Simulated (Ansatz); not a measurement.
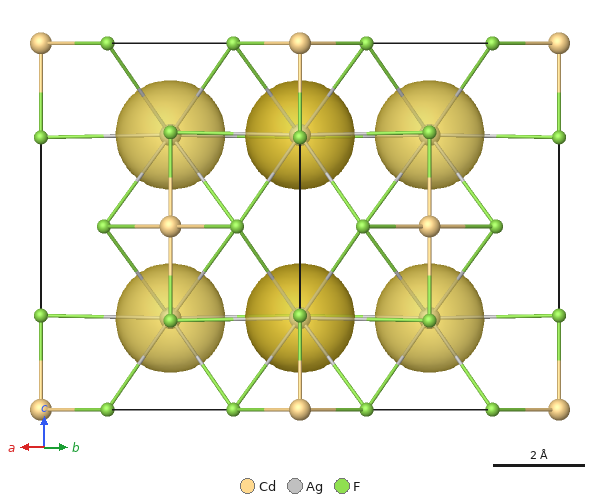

Figure 1: CdAg₂F₆. Isosurface of the valence electron density at 0.2 e/Å³ (yellow), seen along [110]. Sticks mark near contacts.

Space group Fm-3m; a structure generated by program, which may or may not match a known phase; spin-polarised.

The calculation used Ansatz, DFT PBE, scalar-relativistic, plane waves, PAW.

The density is the valence pseudo-density of a PAW calculation; it isn't the true density close to the nuclei.

How is the density connected at this value?

Answer. At this value the density breaks into separate islands; it holds about 95 % of the electrons treated as valence (semicore included). It bridges the shortest Cd–F (2.08 Å) contacts, where the density stays above the isovalue. It is pinched off along the shortest Ag–F (2.86 Å) contacts. On the grid the lowest density along these lines, outside the cores, is 0.58 e/Å³ (Cd–F, 2.08 Å) and 0.09 e/Å³ (Ag–F, 2.86 Å).
